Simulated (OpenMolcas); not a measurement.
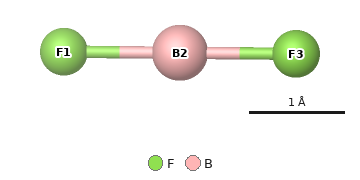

**Figure 1.** The structure as given in the input (ball-and-stick view, seen on its broad side; atoms are numbered from 1 in the order of the input). Bond lengths as drawn: B–F 1.23 Å.

**BF$_{2}$ (charge +1): single-point calculation (part 1 of 3)**

BF$_{2}$, charge +1, multiplicity 3, computed with revPBE/cc-pVTZ, UKS (OpenMolcas 26.06).

The geometry is that of the parent species in another charge or spin state. The geometry comes from this level: PBE0-D4/def2-TZVP.

**Input file**
```
* BF2 Kohn-Sham DFT

&GATEWAY
 BASLIB = $CurrDir
 COORD
 3
 angstrom
 F        0.329710       1.140520       0.307700
 B        0.000000       0.000000       0.000000
 F       -0.329720      -1.140520      -0.307700
 BASIS = cc-pVTZ
 GROUP = NoSym

&SEWARD
 GRIDINPUT
 Grid=UltraFine
 End of Grid

&SCF
 UHF
 CHARGE = 1
 SPIN = 3
 KSDFT = revPBE
 THRESHOLDS = 1e-10 1e-07 1e-07 1e-05
 PRORBITALS = 1 2
```

Hardware: 1 thread of Intel Xeon @ 2.50GHz (Skylake/Cascade Lake), 96 GiB of memory available, shared host.

Run as:
```bash
export MOLCAS_MEM=1860
pymolcas mol.inp > mol.log
```

**What the program printed**
```
--- Start Module: gateway ---

                                              &GATEWAY

                       available to each process: 1.9 GB of memory, 1 thread

 Basis Set     1 Label: F.CC-PVTZ
 Basis set is read from library:.
 basistype.tbl is not found

 Basis Set     2 Label: B.CC-PVTZ
 Basis set is read from library:.
 basistype.tbl is not found

 Basis Set     3 Label: F.CC-PVTZ
 Basis set is read from library:.
 basistype.tbl is not found

++    Symmetry information:
      ---------------------

                    Character Table for C1

                             E
                    a        1  x, y, xy, Rz, z, xz, Ry, yz, Rx, I
--

++    Basis set information:
      ----------------------

      Basis set label: F.CC-PVTZ.........

      Electronic valence basis set:
      ------------------
      Associated Effective Charge   9.000000 au
      Associated Actual Charge      9.000000 au
      Nuclear Model: Point charge

      Shell  nPrim  nBasis  Cartesian Spherical Contaminant
         s      10       4        X
         p       5       3        X
         d       2       2                 X
         f       1       1                 X

      Basis set label: B.CC-PVTZ.........

      Electronic valence basis set:
      ------------------
      Associated Effective Charge   5.000000 au
      Associated Actual Charge      5.000000 au
      Nuclear Model: Point charge

      Shell  nPrim  nBasis  Cartesian Spherical Contaminant
         s      10       4        X
         p       5       3        X
         d       2       2                 X
         f       1       1                 X

      Basis set label: F.CC-PVTZ.........

      Electronic valence basis set:
      ------------------
      Associated Effective Charge   9.000000 au
      Associated Actual Charge      9.000000 au
      Nuclear Model: Point charge

      Shell  nPrim  nBasis  Cartesian Spherical Contaminant
         s      10       4        X
         p       5       3        X
         d       2       2                 X
         f       1       1                 X
--

++    Molecular structure info:
      -------------------------

                    ************************************************
                    **** Cartesian Coordinates / bohr, angstrom ****
                    ************************************************

     Center  Label                x              y              z                     x              y              z
        1      F1               0.623062       2.155270       0.581469              0.329710       1.140520       0.307700
        2      B2               0.000000       0.000000       0.000000              0.000000       0.000000       0.000000
        3      F3              -0.623080      -2.155270      -0.581469             -0.329720      -1.140520      -0.307700

                    ***************************************
                    *    InterNuclear Distances / bohr    *
                    ***************************************

               1 F1            2 B2            3 F3
    1 F1       0.000000
    2 B2       2.317650        0.000000
    3 F3       4.635305        2.317655        0.000000

                    *******************************************
                    *    InterNuclear Distances / angstrom    *
                    *******************************************

               1 F1            2 B2            3 F3
    1 F1       0.000000
    2 B2       1.226448        0.000000
    3 F3       2.452898        1.226450        0.000000

                    **************************************
                    *    Valence Bond Angles / degree    *
                    **************************************
                          Atom centers                 Phi
                      1 F1       2 B2       3 F3       180.00
--

            Nuclear Potential Energy             56.30696927 au

--- Stop Module: gateway /rc=_RC_ALL_IS_WELL_ ---

--- Start Module: seward ---

                                              &SEWARD

                       available to each process: 1.9 GB of memory, 1 thread

               SEWARD will generate:
                  Multipole Moment integrals up to order  2
                  Kinetic Energy integrals
                  Nuclear Attraction integrals (point charge)
                  One-Electron Hamiltonian integrals
                  Velocity integrals
                  Orbital angular momentum around ( -0.0000   0.0000   0.0000 )
                  Velocity quadrupole around ( -0.0000   0.0000   0.0000 )
                  Two-Electron Repulsion integrals

                   Integrals are discarded if absolute value <: 1.00E-14
                   Integral cutoff threshold is set to       <: 1.00E-16

            Nuclear Potential Energy             56.30696927 au

      Basis set specifications :
      Symmetry species         a
      Basis functions           90

--- Stop Module: seward /rc=_RC_ALL_IS_WELL_ ---
--- Module seward spent 3 seconds ---

--- Start Module: scf ---

                                                &SCF

                       available to each process: 1.9 GB of memory, 1 thread

++    Input section:
      --------------

      Header of the integral files:

      Cartesian coordinates in angstrom:
      -----------------------------------------------------
      No.  Label        X            Y            Z
      -----------------------------------------------------
       1   F1         0.32971000   1.14052000   0.30770000
       2   B2         0.00000000   0.00000000   0.00000000
       3   F3        -0.32972000  -1.14052000  -0.30770000
      -----------------------------------------------------
      Nuclear repulsion energy =   56.30696927
--

++    Orbital specifications:
      -----------------------

      Symmetry species               1
                                     a
      Frozen orbitals                0
      Start temperature = 0.500
      End temperature   = 0.010
      Temperature Factor= 0.460
      Deleted orbitals               0
      Total number of orbitals      90
      Number of basis functions     90
--

      Molecular charge                           1.000

      Numerical integration parameters
      --------------------------------
      Radial quadrature type:                         MHL
      Size of radial grid:                            99
      Lebedev angular grid:                           41
      Angular grid pruned with the crowding factor:  1.00E+10
                                 and fading factor:  1.00E+01
      Screening threshold for integral computation:   1.00E-11
      Radial quadrature accuracy:                     1.00E-25
      Maximum batch size:                             128
      AO values are stored on disk
      The same grid will be used for all iterations.

      DFT functional specifications
      -----------------------------
      Using Libxc version: 6.2.2
      Please cite the following reference:
      S. Lehtola, C. Steigemann, M. J.T. Oliveira, and M. A.L. Marques.,  SoftwareX 7, 1–5 (2018) doi:10.1016/j.softx.2017.11.002

      * Revised PBE from Zhang & Yang
        - Y. Zhang and W. Yang.,  Phys. Rev. Lett. 80, 890 (1998) doi:10.1103/PhysRevLett.80.890
      * Perdew, Burke & Ernzerhof
        - J. P. Perdew, K. Burke, and M. Ernzerhof.,  Phys. Rev. Lett. 77, 3865 (1996) doi:10.1103/PhysRevLett.77.3865
        - J. P. Perdew, K. Burke, and M. Ernzerhof.,  Phys. Rev. Lett. 78, 1396 (1997) doi:10.1103/PhysRevLett.78.1396

++    Optimization specifications:
      ----------------------------

      SCF Algorithm: Conventional USCF
      D(i)-D(i-1) density differences are used
      Number of density matrices in core                 5
      Maximum number of NDDO SCF iterations            400
      Maximum number of HF SCF iterations              400
      Threshold for SCF energy change             1.00E-10
      Threshold for density matrix                1.00E-07
      Threshold for Fock matrix                   1.00E-07
      Threshold for linear dependence             1.00E-09
      Threshold at which DIIS is turned on        1.50E-01
      Maximum depth in the DIIS procedure                5
      Maximum depth in the BFGS Hessian update          30
      Threshold at which QNR/C2DIIS is turned on  7.50E-02
      Threshold for Norm(delta) (QNR/C2DIIS)      1.00E-05
      All orbitals punched on: UHFORB
--

      Input vectors read from INPORB
      Orbital file label: *Guess orbitals

++ Convergence information
                               UHF REVPBE     iterations: Energy and convergence statistics

Iter     Tot. REVPBE     One-elec.       Two-elec.     Energy      Max Dij or  Max Fij      DNorm      TNorm      AccCon     Time
         Energy          Energy          Energy        Change      Delta Norm                                                in Sec.
   1  -221.251078994  -428.007177595   150.449129327   0.00E+00    1.95E-01*   1.87E+00*    8.45E+00   1.28E+02   None         2.
   2  -222.502897517  -440.715523597   161.905656807  -1.25E+00*   4.20E-01*   2.78E-01*    8.03E+00   1.32E+02   EDIIS        1.
   3  -222.142059185  -426.583991058   148.134962599   3.61E-01*   9.52E-02*   1.78E-01*    6.54E+00   1.28E+02   EDIIS        1.
   4  -223.764523387  -440.296853205   160.225360544  -1.62E+00*   3.08E-01*   1.03E-01*    2.79E+00   1.32E+02   EDIIS        1.
   5  -223.627002107  -433.795620774   153.861649393   1.38E-01*   4.18E-02*   5.64E-02*    2.39E+00   1.30E+02   EDIIS        1.
   6  -223.852668312  -437.403675139   157.244037554  -2.26E-01*   8.34E-02*   2.68E-02*    7.29E-01   1.31E+02   EDIIS        1.
   7  -223.847893545  -438.825026799   158.670163980   4.77E-03*   3.41E-03*   1.56E-02*    8.33E-01   1.32E+02   EDIIS        1.
   8  -223.860378142  -437.742769554   157.575422139  -1.25E-02*   1.14E-02*   5.99E-03*    8.08E-01   1.31E+02   EDIIS        1.
   9  -223.861672151  -437.594550393   157.425908968  -1.29E-03*   3.29E-02*   2.60E-03*    5.05E-01   1.31E+02   EDIIS        1.
  10  -223.861405132  -437.688219284   157.519844878   2.67E-04*   1.32E-01*   8.97E-03*    1.93E-01   1.31E+02   EDIIS        1.
  11  -223.851282395  -437.617751106   157.459499437   1.01E-02*   4.04E-02*   5.01E-03*    2.71E-01   1.31E+02   EDIIS        1.
  12  -223.860950043  -437.479290787   157.311371470  -9.67E-03*   2.42E-02*   2.31E-03*    1.14E-01   1.31E+02   EDIIS        1.
  13  -223.862068736  -437.622114625   157.453076616  -1.12E-03*   1.30E-01*   2.26E-03*    5.59E-02   1.31E+02   EDIIS        1.
  14  -223.861694132  -437.560381321   157.391717916   3.75E-04*   1.81E-01*   2.56E-03*    5.53E-01   1.31E+02   EDIIS        1.
  15  -223.863991754  -437.641424835   157.470463807  -2.30E-03*   9.82E-01*   1.90E-02*    1.21E+00   1.31E+02   EDIIS        1.
  16  -223.847065545  -438.037689242   157.883654424   1.69E-02*   7.58E-01*   7.82E-03*    2.96E+00   1.32E+02   EDIIS        1.
  17  -223.854420295  -437.847677512   157.686287943  -7.35E-03*   2.49E-01*   4.80E-03*    1.94E+00   1.32E+02   EDIIS        1.

       Fermi aufbau procedure completed!
      nOcc(alpha)=   12
      nOcc(beta) =   10

  18  -223.862178312  -437.697530307   157.528382722  -7.76E-03*   1.52E-01*   6.83E-03*    1.17E+00   1.31E+02   EDIIS        1.
  19  -223.860476690  -437.642075508   157.474629544   1.70E-03*   2.38E-01*   2.07E-03*    1.10E+00   1.31E+02   EDIIS        1.
  20  -223.861824469  -437.629976702   157.461182960  -1.35E-03*   2.36E-01*   1.79E-03*    1.01E+00   1.31E+02   EDIIS        1.
  21  -223.862475263  -437.682706410   157.513261874  -6.51E-04*   1.62E-01*   1.18E-02*    9.94E-01   1.31E+02   EDIIS        1.
  22  -223.861080012  -437.530082178   157.362032892   1.40E-03*   1.46E-01*   5.77E-03*    4.10E-01   1.31E+02   EDIIS        1.
  23  -223.864850375  -437.678918847   157.507099198  -3.77E-03*   1.08E-02*   4.50E-03*    3.11E-01   1.31E+02   c2DIIS       1.
  24  -223.865015118  -437.586571630   157.414587239  -1.65E-04*   1.01E-01*   2.67E-03*    7.94E-02   1.31E+02   QNRc2DIIS    1.
  25  -223.863581572  -437.713526694   157.542975849   1.43E-03*   1.05E-01*   2.72E-02*    1.33E-01   1.31E+02   QNRc2DIIS    1.
  26  -223.864878375  -437.758110985   157.586263336  -1.30E-03*   2.44E-02*   4.82E-03*    1.32E-01   1.31E+02   QNRc2DIIS    1.
  27  -223.865097343  -437.624214455   157.452147838  -2.19E-04*   2.71E-03*   1.98E-03*    5.02E-02   1.31E+02   QNRc2DIIS    1.
  28  -223.865104211  -437.632512461   157.460438976  -6.87E-06*   7.07E-03*   1.99E-03*    5.95E-03   1.31E+02   QNRc2DIIS    1.
  29  -223.865105116  -437.648134258   157.476059869  -9.05E-07*   3.00E-03*   2.29E-03*    1.52E-02   1.31E+02   QNRc2DIIS    1.
  30  -223.865110266  -437.643471413   157.471391873  -5.15E-06*   3.31E-03*   2.13E-03*    5.90E-03   1.31E+02   QNRc2DIIS    1.
  31  -223.865111872  -437.644424056   157.472342910  -1.61E-06*   2.01E-02*   2.07E-03*    4.52E-03   1.31E+02   QNRc2DIIS    1.
  32  -223.865146947  -437.657555849   157.485439628  -3.51E-05*   1.33E-01*   1.85E-03*    4.11E-02   1.31E+02   QNRc2DIIS    1.
  33  -223.865321329  -437.679291473   157.507000870  -1.74E-04*   1.69E-01*   1.97E-03*    2.74E-01   1.31E+02   QNRc2DIIS    1.
  34  -223.865456364  -437.604584216   157.432158578  -1.35E-04*   7.43E-03*   4.43E-04*    3.52E-01   1.31E+02   QNRc2DIIS    1.
  35  -223.865459034  -437.620454928   157.448026620  -2.67E-06*   4.70E-03*   1.04E-04*    1.71E-02   1.31E+02   QNRc2DIIS    1.
  36  -223.865459188  -437.618575137   157.446146675  -1.54E-07*   1.84E-03*   3.38E-05*    9.66E-03   1.31E+02   QNRc2DIIS    1.
  37  -223.865459216  -437.618067133   157.445638643  -2.79E-08*   5.21E-04*   2.06E-05*    3.73E-03   1.31E+02   QNRc2DIIS    1.
  38  -223.865459223  -437.618650970   157.446222473  -6.89E-09*   8.45E-05*   4.90E-06*    1.22E-03   1.31E+02   QNRc2DIIS    1.
  39  -223.865459224  -437.618541573   157.446113076  -2.46E-10*   3.35E-05*   1.10E-06*    2.12E-04   1.31E+02   QNRc2DIIS    1.
  40  -223.865459224  -437.618562002   157.446133504  -2.48E-11    7.00E-06    4.33E-07*    6.63E-05   1.31E+02   QNRc2DIIS    1.
  41  -223.865459224  -437.618565460   157.446136963  -2.39E-12    1.44E-06    1.80E-07*    1.47E-05   1.31E+02   QNRc2DIIS    1.
  42  -223.865459224  -437.618563789   157.446135292  -1.14E-13    4.91E-07    1.66E-08     3.09E-06   1.31E+02   QNRc2DIIS    1.

       Convergence after  42 Iterations
--
```
